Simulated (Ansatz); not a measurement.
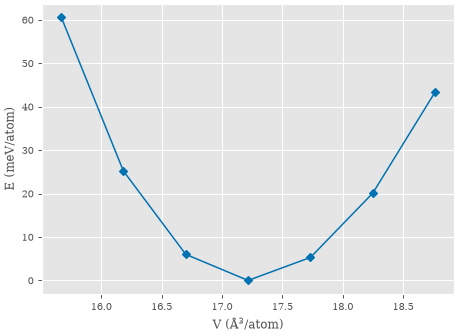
TaGe$_{2}$ in space group P6/mmm (No. 191; Ta on 1a, Ge on 2d) under volume change, the program Ansatz at the PBE level (PAW), shape and atoms relaxed at each volume.

### Question
What does a third-order Birch–Murnaghan fit give for V₀, B₀ and B′?

### Answer
V₀ = 17.21 Å³/atom, B₀ = 118 GPa, B′ = 4.6.

A made-up cell: these elements were put on the sites of a structure type; neither database checked (COD, Materials Project) lists it. COD files the formula under space group No. 180, so this cell is another polymorph or a model. Its standing as an ambient phase is unchecked. The PBE relaxation kept the symmetry of its start; whether a distortion lowers the energy is not shown. The run is not spin-polarised. Spin–orbit coupling is left out wherever it is not named.

Potentials: the later of the program's two PAW sets.
